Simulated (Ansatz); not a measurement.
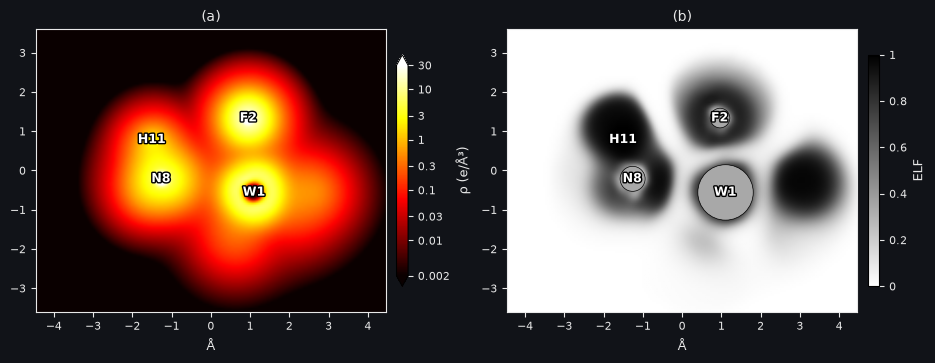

F₂H₇NW. (a) electron density; (b) electron localisation function on the plane of atoms W1, N8 and H11. Grey discs cover the atomic cores in the ELF map.

Core potentials replace the inner electrons of W.

These are results of RKS B3LYP/def2-SVP in Ansatz, not measurements.

```xyz
11

W    -0.1686   -0.2992    0.1253
F    -0.4546    0.1920    1.9380
H     1.0776   -0.2373   -1.0136
H     0.9836    0.9212    0.3194
H    -1.7608    0.1344   -0.3567
F    -0.2699   -2.0366   -0.6353
H    -0.3308    0.9609   -0.9761
N     1.5907   -1.4548    1.2615
H     1.5455   -2.4644    1.1031
H     2.5019   -1.1363    0.9280
H     1.5565   -1.2849    2.2696
```

What does the map show?

Answer. Atoms in the plane: W, F, N and H.
W–F (1.90 Å): ρ is about 0.99 e/Å³ halfway; the ELF peaks at about 0.85 in the valence shell of F, 0.5 Å from its nucleus, and drops to about 0.25 between the two atoms.
W–N (2.39 Å): the density is about 0.39 e/Å³ at the midpoint; the ELF peaks at about 0.95 in the valence shell of N, 0.7 Å from its nucleus, and is about 0.20 at the midpoint.
N–H (1.02 Å): ρ at the midpoint is about 2.8 e/Å³; the ELF climbs to about 1 towards the hydrogen, as it does in any bond to H: a covalent bond by its length.
